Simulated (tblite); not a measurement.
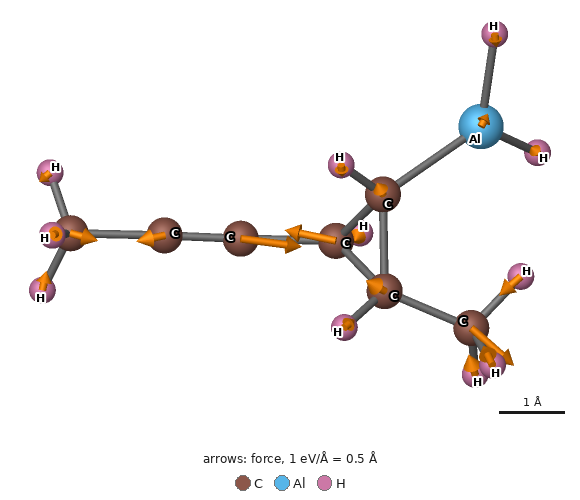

Starting geometry of C$_{7}$H$_{11}$Al with the computed forces as orange arrows. The picture is a ball-and-stick view, seen face on.

Theory: GFN2-xTB geometry optimisation, gas phase in tblite 0.8.0. 

Q: Is this structure relaxed? If not, where do the atoms go?

A: It isn't relaxed: the largest force vector, on a C atom, is 1.96 eV/Å. The final displacements have little in common with the starting forces (cosine between the two patterns 0.18). An H atom moves most after the best rigid fit: 1.01 Å. Largest moves by element: H 1.01 Å, C 0.21 Å, Al 0.02 Å. Some distances before and after: C–C 1.492 → 1.426 Å, Al–H 1.594 → 1.547 Å, C–H 1.127 → 1.090 Å, C–C 1.477 → 1.447 Å. Among the angles between lasting bonds that change: Al–C–H 117.4° → 127.8°, C–Al–H 117.3° → 125.2°, C–C–H 121.5° → 115.7°. Groups turn about Al–C by about 35°, C–C by about 25°. After 118 geometry steps the energy has fallen by 0.401 eV.
